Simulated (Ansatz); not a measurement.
**PH3F+ (SMILES F[PH3+]): levels of theory compared**

Wanted: a comparison of 6 runs (HF/STO-3G, B2PLYP/STO-3G, r2SCAN/STO-3G, RPA@PBE/STO-3G, CCSDT(Q)/STO-3G, CCSD(T)/STO-3G) of PH3F+. 

Program for the calculation: Ansatz 0.2.0.

3 further runs of the same task are left out: 1 that didn't finish, 2 set aside as unsound or not needed.

### 1 The structure to begin with

PH3F+ has 5 atoms, charge +1, and is taken as a singlet. SMILES: `F[PH3+]`. The H5–P2 distance was set to 3.457 Å, away from the relaxed value. At this shape a bond of the SMILES string is far longer than usual.

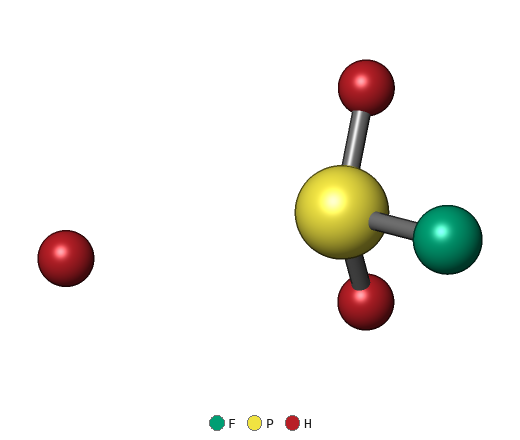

The structure, seen from a chosen angle (fluorine teal, phosphorus yellow, hydrogen red).

### 2 The energy at HF/STO-3G (run 1)

Input file input.yaml:

```yaml
crystal:
  periodic: [false, false, false]
  atoms:
    - {symbol: F, position_ang: [-2.259473, -1.596469, 0.038841]}
    - {symbol: P, position_ang: [-0.771393, -1.869249, -0.332939]}
    - {symbol: H, position_ang: [-0.855803, -2.275489, -1.651629]}
    - {symbol: H, position_ang: [-0.407853, -2.855159, 0.565871]}
    - {symbol: H, position_ang: [0.718590, 1.208890, 0.170830]}
basis:
  gaussian: {orbitals: STO-3G}
total_charge: 1
hamiltonian: {xc: hf}
accuracy: high
```

On the command line:

```bash
$ ansatz run input.yaml --threads 1 --pin off --max-ram 2610MiB --events-out events.jsonl --progress --plain --runs-dir runs
```

Output:

```text
Warning: RAYON_NUM_THREADS=1 ignored (pool sized by the plan → 1); use --threads N
Functional definition: HF
  name "HF"
  exchange = exact_x
  correlation = 0
285 factors; integrals over basis functions are off by at most 3.3e-8 eV
mean field evaluation 1: about -11863.6787 eV, gradient 2.1e1 eV
mean field evaluation 2: about -11863.7310 eV, gradient 2.1e1 eV
mean field evaluation 4: about -11866.5084 eV, gradient 1.0e1 eV
mean field evaluation 8: about -11867.9527 eV, gradient 6.9e-2 eV
mean field evaluation 16: about -11867.9491 eV, gradient 1.1e-8 eV
mean field -11867.94911907 eV, -436.1390857409 hartree, gradient 1.1e-8 eV, S^2 0.000000; 0 other end points of the search recorded, 0 dependent functions left out
reference -11867.94911907 eV, -436.1390857409 hartree; 13, 13 occupied and 4, 4 virtual orbitals, 285 factors
Total energy: -11867.94911907 eV, -436.1390857409 hartree
```

Run time: 0.08 s. Hardware: 1 thread of Intel Xeon Platinum 8559C (Emerald Rapids), shared host.

### 3 The energy at B2PLYP/STO-3G (run 2)

Input file input.yaml:

```yaml
crystal:
  periodic: [false, false, false]
  atoms:
    - symbol: F
      position_ang: [-2.259473, -1.596469, 0.038841]
    - symbol: P
      position_ang: [-0.771393, -1.869249, -0.332939]
    - symbol: H
      position_ang: [-0.855803, -2.275489, -1.651629]
    - symbol: H
      position_ang: [-0.407853, -2.855159, 0.565871]
    - symbol: H
      position_ang: [0.718590, 1.208890, 0.170830]
basis:
  gaussian: {orbitals: STO-3G}
total_charge: 1
correlation: {frozen_orbitals: {F: 1, H: 0, P: 5}}
accuracy: high
hamiltonian: {xc: {name: B2PLYP}}
```

On the command line:

```bash
$ ansatz run input.yaml --threads 1 --pin off --max-ram 2610MiB --events-out events.jsonl --progress --plain --runs-dir runs
```

Output, shortened:

```text
Warning: RAYON_NUM_THREADS=1 ignored (pool sized by the plan → 1); use --threads N
Functional definition: B2PLYP
  name "B2PLYP"
[...]
285 factors; integrals over basis functions are off by at most 3.3e-8 eV
[...]
mean field -11887.48888281 eV, -436.8571588141 hartree, gradient 7.3e-9 eV, S^2 0.000000; 0 other end points of the search recorded, 0 dependent functions left out; unrestricted orbitals would lower it
6 core orbitals not correlated: weight in the atoms' cores, before any rotation towards them, 1.000 or more for the frozen orbitals, at most 0.000 for the correlated occupied ones
reference -11887.48890093 eV, -436.8571594800 hartree; 7, 7 occupied and 4, 4 virtual orbitals, 285 factors
second order -7.62669677 eV of doubles, -0.00000000 eV of singles
Total energy: -11889.54810906 eV, -436.9328339829 hartree
```

It took 0.7 s on 1 thread of Intel Xeon Platinum 8559C (Emerald Rapids), shared host; peak memory 0.12 GiB.

Run 3 isn't shown in full; the table further down has it.

### 4 The energy at RPA@PBE/STO-3G (run 4)

Input file run.yaml:

```yaml
crystal:
  periodic: [false, false, false]
  atoms:
    - {symbol: F, position_ang: [-2.259473, -1.596469, 0.038841]}
    - {symbol: P, position_ang: [-0.771393, -1.869249, -0.332939]}
    - {symbol: H, position_ang: [-0.855803, -2.275489, -1.651629]}
    - {symbol: H, position_ang: [-0.407853, -2.855159, 0.565871]}
    - {symbol: H, position_ang: [0.718590, 1.208890, 0.170830]}
basis:
  gaussian: {orbitals: STO-3G}
total_charge: 1
hamiltonian: {xc: {name: PBE}}
correlation: {method: rpa, frozen_orbitals: {F: 1, H: 0, P: 5}}
accuracy: high
```

On the command line:

```bash
$ ansatz run run.yaml --threads 1 --pin off --max-ram 2610MiB --events-out events.jsonl --progress --plain --runs-dir runs
```

Output, shortened:

```text
Warning: RAYON_NUM_THREADS=1 ignored (pool sized by the plan → 1); use --threads N
Functional definition: PBE
  name "PBE"
[...]
285 factors; integrals over basis functions are off by at most 3.3e-8 eV
[...]
mean field -11889.61666137 eV, -436.9353532337 hartree, gradient 6.5e-8 eV, S^2 0.000000; 1 other end points of the search recorded, 0 dependent functions left out; unrestricted orbitals would lower it
unrestricted determinant -11872.23892451 eV, -436.2967331831 hartree, S^2 1.0010
6 core orbitals not correlated: weight in the atoms' cores, before any rotation towards them, 1.000 or more for the frozen orbitals, at most 0.000 for the correlated occupied ones
reference -11866.94773997 eV, -436.1022857378 hartree; 7, 7 occupied and 4, 4 virtual orbitals, 285 factors
Total energy: -11875.53930679 eV, -436.4180199950 hartree
```

It took 1.1 s on 1 thread of Intel Xeon Platinum 8559C (Emerald Rapids), shared host; peak memory 0.12 GiB.

Run 5 isn't shown in full; the table further down has it.

### 5 A single-point energy at CCSD(T)/STO-3G (run 6)

input.yaml: that of step 3 with these lines changed.

```diff
@@ -1 +1,4 @@
+basis:
+  gaussian:
+    orbitals: STO-3G
 crystal:
@@ -13,7 +16,8 @@
       position_ang: [0.718590, 1.208890, 0.170830]
-basis:
-  gaussian: {orbitals: STO-3G}
+accuracy: high
+correlation:
+  method: ccsd_t
+  frozen_orbitals: {F: 1, H: 0, P: 5}
+scf:
+  omitted_lower_state_checks: [cluster_reference, increment]
 total_charge: 1
-correlation: {frozen_orbitals: {F: 1, H: 0, P: 5}}
-accuracy: high
-hamiltonian: {xc: {name: B2PLYP}}
```

On the command line:

```bash
$ ansatz run input.yaml --threads 1 --pin off --max-ram 2610MiB --events-out events.jsonl --progress --plain --runs-dir runs
```

Output:

```text
Warning: RAYON_NUM_THREADS=1 ignored (pool sized by the plan → 1); use --threads N
[... 12 lines left out ...]
6 core orbitals not correlated: weight in the atoms' cores, before any rotation towards them, 1.000 or more for the frozen orbitals, at most 0.000 for the correlated occupied ones
[... 37 lines left out ...]
WARN: these amplitudes may be one of several solutions (largest doubles amplitude 1.03, level shift 9.23 eV)
Total energy: -11875.13978148 eV, -436.4033377105 hartree
Checks for a lower state left out: cluster_reference, increment
```

Wall time 0.12 s (1 thread of Intel Xeon Platinum 8559C (Emerald Rapids), shared host).

### 6 Overview of the runs

| run | level | frozen core orbitals | energy (Eh) | wall time |
| --- | --- | --- | --- | --- |
| 1 | HF/STO-3G | – | -436.139086 | 0.08 s |
| 2 | B2PLYP/STO-3G | 6 | -436.932834 | 0.7 s |
| 3 | r2SCAN/STO-3G | – | -437.149060 | 1.3 s |
| 4 | RPA@PBE/STO-3G | 6 | -436.418020 | 1.1 s |
| 5 | CCSDT(Q)/STO-3G | 6 | -436.385665 | 0.2 s |
| 6 | CCSD(T)/STO-3G | 6 | -436.403338 | 0.12 s |

### 7 Outcome

| quantity | value |
| --- | --- |
| run 6: total energy | -436.40334 Eh |
| run 6: correlation energy (6 core orbitals frozen) | -264.3 mEh |
| run 6: (T) correction | -40.31 mEh |
| run 6: T1 diagnostic | 0.127 |

Below the HF energy at the same shape and in the same basis (STO-3G): CCSDT(Q) -246.6 mEh; CCSD(T) -264.3 mEh. Totals of different functionals can't be ranked against each other. In run 6 the T1 diagnostic is large, so a single reference may not serve. In runs 2, 4, 5, 6 the log says that unrestricted orbitals would lower the reference, so the values rest on an unstable closed-shell determinant (other closed-shell runs at this shape may share the fault). In runs 1, 2, 3, 4, 5, 6 the basis is minimal, so the values are rough. All runs together took 3.5 s, the longest 1.3 s.
